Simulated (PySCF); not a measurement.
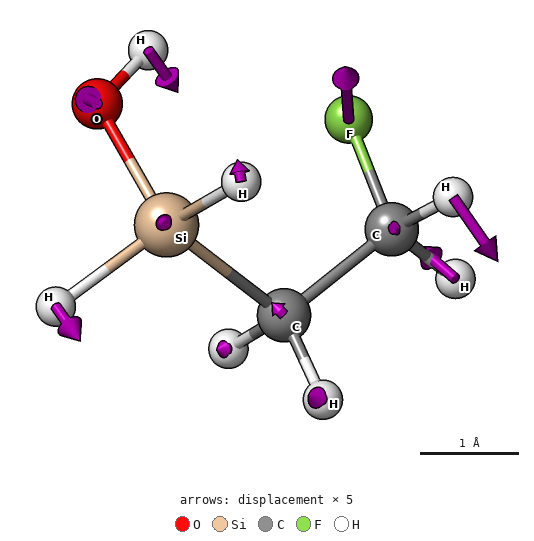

A relaxation of C₂H₇FOSi. The starting structure is drawn; purple arrows show the displacements, 5 times their true length. The two geometries are superimposed by the best rigid fit.

The picture is a ball-and-stick view, seen at a tilt.

The start comes from GFN2-xTB. Its atoms were then displaced at random by about 0.01 Å.

Level of theory: PBE0-D3(BJ)/def2-SVP geometry optimisation, gas phase (PySCF). 

**What did the optimiser do to the structure, and how much energy did it gain?**

The atom that moves furthest after the best rigid fit is the F atom (0.21 Å). By element the largest moves are F 0.21 Å, H 0.16 Å, O 0.12 Å, C 0.04 Å, Si 0.04 Å. Among the contacts that change: O–Si 1.613 → 1.663 Å, C–H 1.139 → 1.103 Å, C–Si 1.927 → 1.892 Å, H–Si 1.467 → 1.499 Å. Among the angles between lasting bonds that change: Si–O–H 119.4° → 111.7°, O–Si–H 102.3° → 107.5°, H–Si–H 112.7° → 109.1°. Over 8 geometry steps the energy falls by 22.0 kJ/mol.
